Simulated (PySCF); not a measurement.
# C3H6OSi: NMR shielding calculation

C3H6OSi, SMILES O[SiH2]C1C=C1, computed with GIAO PBE0/pcSseg-1 NMR shielding, non-relativistic, gas phase (PySCF 2.14.0).

The geometry comes from this level: GFN2-xTB. It belongs to a series of runs on one base structure; here: H on Si replaced by OH. Figures and captions count atoms from 1; the log counts them from 0 in places.

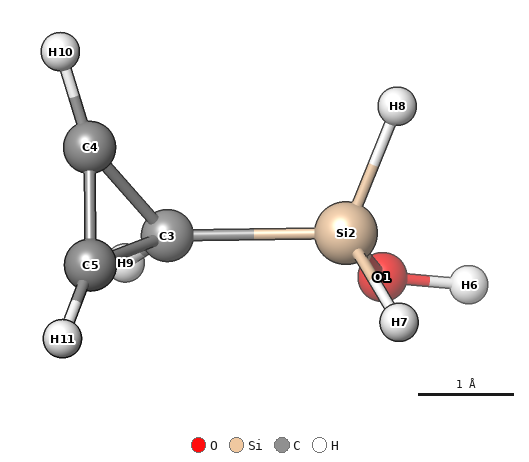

**Figure 1.** The structure as given in the input (ball-and-stick view, seen at a tilt; atoms are numbered from 1 in the order of the input). Bond lengths as drawn: C–C 1.29 to 1.51 Å, C–H 1.06 to 1.09 Å, C–Si 1.88 Å, H–O 0.95 Å, H–Si 1.47 Å and O–Si 1.63 Å.

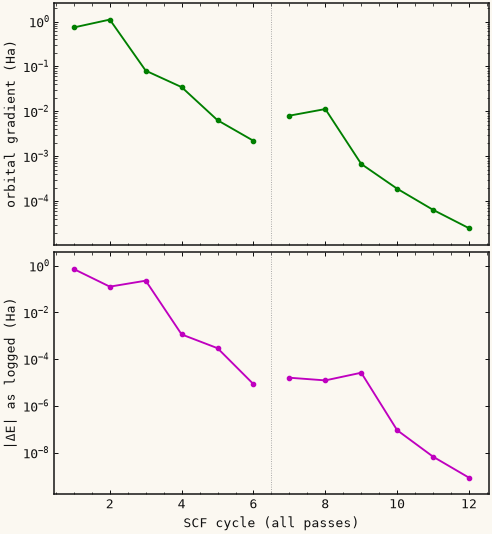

**Figure 2.** Convergence of the self-consistent field: orbital gradient and size of the energy change against the SCF cycle. The dotted line marks the change from a coarse to the final integration grid. The first 6 cycles use a coarse grid, the final grid takes over at cycle 7, and the field converges after 12 cycles in all.

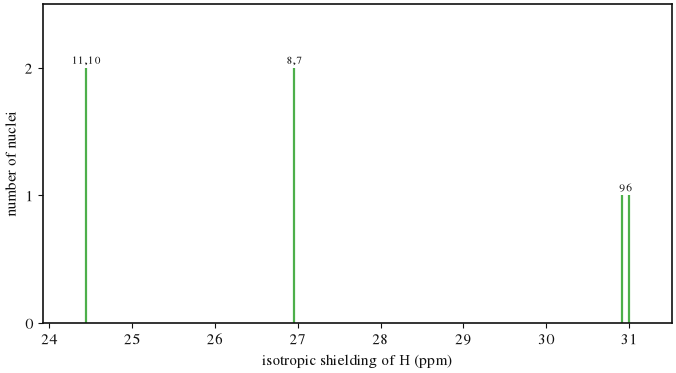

**Figure 3.** Isotropic shieldings of the hydrogen nuclei in this fixed geometry, labelled by atom number; shielding grows to the right, so chemical shift grows to the left. The least shielded is H11 (24.4 ppm), the most shielded H6 (31.0 ppm).

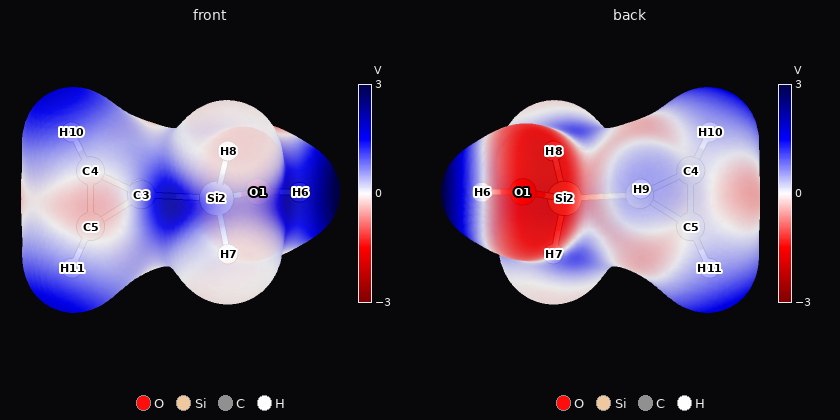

**Figure 4.** The molecular electrostatic potential painted on the density surface at 0.004 e/bohr³, seen face on and from behind; the colour scale runs from red (negative) to blue (positive). Its dipole moment is 0.76 D.

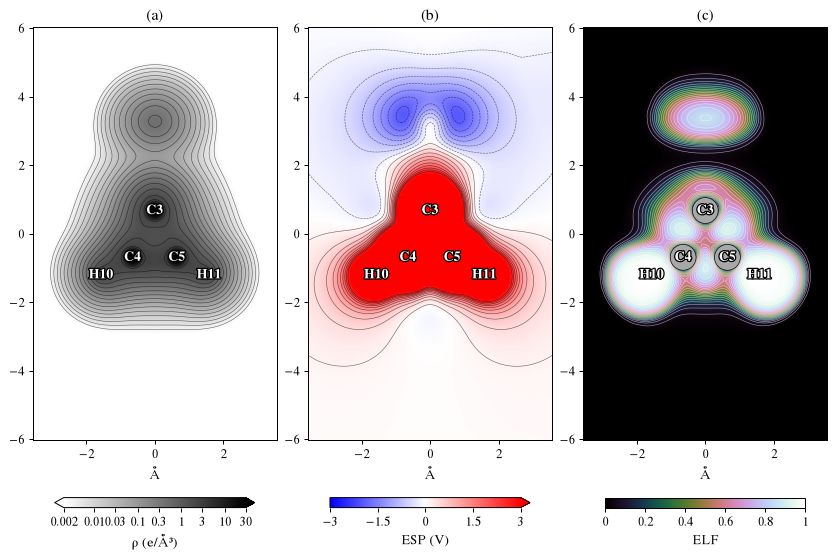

**Figure 5.** (a) total electron density; (b) electrostatic potential; (c) electron localisation function on the plane of atoms C4, C3 and C5. Grey discs, where drawn, cover atomic cores. C–C (1.29 Å): ρ is about 2.3 e/Å³ halfway; the ELF peaks at about 0.85 between the atoms (a multiple bond by its length, whose ELF region spreads away from the axis).

These pictures come from the run below.

### The input
```
{"job": {"kind": "nmr", "xc": "PBE0", "basis": "pcSseg-1"}, "charge": 0, "multiplicity": 1}
O      1.981332     0.654295     1.053627
Si     1.146598     0.120989    -0.238673
C     -0.610166     0.021984     0.423626
C     -1.602448    -0.985157    -0.113437
C     -1.808809     0.239024    -0.473132
H      2.921051     0.803683     1.010562
H      1.274874     1.065108    -1.354892
H      1.658039    -1.183749    -0.674216
H     -0.728547     0.308934     1.469527
H     -1.861616    -2.014553    -0.126270
H     -2.364884     0.972114    -1.002685
```

The first line tells a small driver script what to run in PySCF; the rest is the geometry in Å.

Command:
```bash
OMP_NUM_THREADS=1 python <driver script> task.json out
```

### The program's output
```
coarse grid: 9688 points
cycle   1  E = -482.0558769600  dE =  7.172e-01  |g| = 7.383e-01  |ddm| = 2.982e+00
cycle   2  E = -481.9289809571  dE =  1.269e-01  |g| = 1.104e+00  |ddm| = 1.495e+00
cycle   3  E = -482.1573394120  dE = -2.284e-01  |g| = 8.038e-02  |ddm| = 1.029e+00
cycle   4  E = -482.1584822174  dE = -1.143e-03  |g| = 3.458e-02  |ddm| = 1.002e-01
cycle   5  E = -482.1587763805  dE = -2.942e-04  |g| = 6.331e-03  |ddm| = 3.811e-02
cycle   6  E = -482.1587848798  dE = -8.499e-06  |g| = 2.204e-03  |ddm| = 6.710e-03
final grid: 88992 points
cycle   7  E = -482.1989582062  dE = -1.603e-05  |g| = 8.003e-03  |ddm| = 2.054e-02
cycle   8  E = -482.1989458940  dE =  1.231e-05  |g| = 1.124e-02  |ddm| = 1.519e-02
cycle   9  E = -482.1989721132  dE = -2.622e-05  |g| = 6.723e-04  |ddm| = 8.576e-03
cycle  10  E = -482.1989722041  dE = -9.081e-08  |g| = 1.889e-04  |ddm| = 6.674e-04
cycle  11  E = -482.1989722107  dE = -6.676e-09  |g| = 6.393e-05  |ddm| = 1.935e-04
cycle  12  E = -482.1989722116  dE = -8.428e-10  |g| = 2.494e-05  |ddm| = 6.472e-05
converged SCF energy = -482.1989722116

GIAO shielding tensors (ppm)
atom      isotropic    diamagn.    paramagn.     s11        s22        s33       span
  0 O      320.119     385.944     -65.826    273.562    311.276    375.518    101.956
  1 Si     369.870     877.899    -508.029    332.474    348.442    428.694     96.221
  2 C      183.975     243.608     -59.633    141.495    148.573    261.858    120.364
  3 C       69.735     255.694    -185.959    -81.413    108.849    181.768    263.181
  4 C       69.663     255.668    -186.005    -81.592    108.857    181.726    263.318
  5 H       30.997      29.804       1.193     22.797     24.729     45.464     22.668
  6 H       26.964      29.186      -2.222     23.986     25.456     31.449      7.464
  7 H       26.955      29.185      -2.230     23.956     25.460     31.449      7.493
  8 H       30.912      29.484       1.428     23.928     28.157     40.652     16.724
  9 H       24.447      32.164      -7.717     20.625     25.403     27.312      6.687
 10 H       24.440      32.154      -7.714     20.612     25.395     27.312      6.699
```

### Key numbers

| quantity | value |
| --- | --- |
| outcome | converged |
| total energy | −482.198972 hartree |
| HOMO | −6.84 eV |
| LUMO | −0.01 eV |
| dipole moment | 0.76 D |
| isotropic shielding, O | 320.1 ppm |
| isotropic shielding, Si | 369.9 ppm |
| isotropic shielding, C | 69.7 to 184.0 ppm |
| isotropic shielding, H | 24.4 to 31.0 ppm |
| hardware | 1 CPU thread, shared host |
| wall time | 12 s |
| peak memory | 0.56 GiB |
